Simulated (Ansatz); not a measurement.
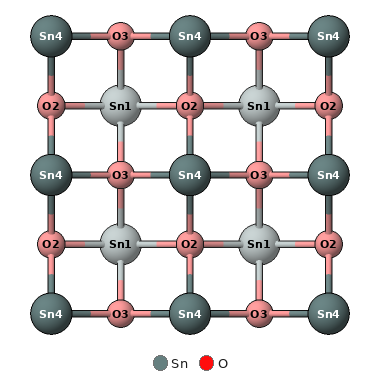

The system is Au on a two-dimensional sheet of SnO (4 atoms of substrate and one adsorbate in a 1 × 1 cell); the picture shows it without the atoms that are moved over the map. Au is moved over the surface cell at a fixed height above a rigid substrate; the origin of the map has the adsorbate above Sn4; the height is held at 3.00 Å. Places are given modulo a cell vector. The map is drawn in real space over the plane of the surface. The scan uses an 8 × 8 grid; 15 points were computed and 49 follow by symmetry. Energies are in meV, from the lowest grid point. With one adsorbate in each 1 × 1 cell, its nearest image is 3.8 Å away, so neighbouring adsorbates interact. At a fixed height the lowest place need not be the adsorption site. Level of theory: DFT PBE+D3(BJ), scalar-relativistic, plane waves, PAW in Ansatz. Settings: cutoff 420 eV, k-mesh 7×7×1, gaussian smearing 0.05 eV, spin-polarised.

Range: position of Au5 along the first surface vector from 0.000 to 0.875; position of Au5 along the second surface vector from 0.000 to 0.875.

Question: Predict the map.

Answer: The lowest grid point is at the top site over a surface Sn atom, (0/8, 0/8) of the cell vectors. No other kind of well shows on this grid. The highest grid point, a fourfold hollow over a third-layer Sn atom, (4/8, 4/8) of the cell vectors, lies 367 meV above the lowest. On the interpolated surface the easiest way out of the lowest well to its copy in the next cell or period passes a barrier of about 191 meV.

| second ↓, first → | 0/8 | 1/8 | 2/8 | 3/8 | 4/8 | 5/8 | 6/8 | 7/8 |
| --- | --- | --- | --- | --- | --- | --- | --- | --- |
| 7/8 | 27 | 54 | 119 | 188 | 215 | 188 | 119 | 54 |
| 6/8 | 93 | 119 | 186 | 249 | 275 | 249 | 186 | 119 |
| 5/8 | 163 | 188 | 249 | 317 | 341 | 317 | 249 | 188 |
| 4/8 | 191 | 215 | 275 | 341 | 367 | 341 | 275 | 215 |
| 3/8 | 163 | 188 | 249 | 317 | 341 | 317 | 249 | 188 |
| 2/8 | 93 | 119 | 186 | 249 | 275 | 249 | 186 | 119 |
| 1/8 | 27 | 54 | 119 | 188 | 215 | 188 | 119 | 54 |
| 0/8 | 0 | 27 | 93 | 163 | 191 | 163 | 93 | 27 |

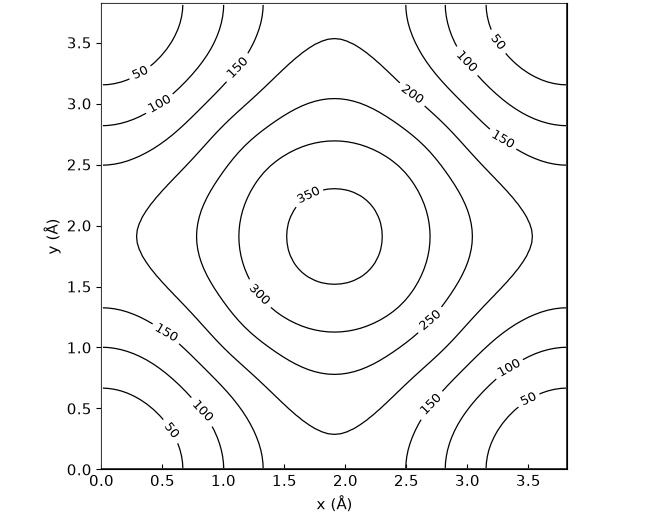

The picture shows contour lines labelled in meV, the outline of one cell of the plane. Between grid points the surface is interpolated.

Each point was launched as `ansatz run input.yaml --threads 1 --pin off --max-ram 3072MiB --backend cpu --events-out ev --progress --plain --runs-dir out`. The whole map (15 points run) took 15 min on 1 thread of AMD EPYC 7R43 64-Core Processor (Zen 3), with other jobs on the host.

PAW datasets: the set soft_1.
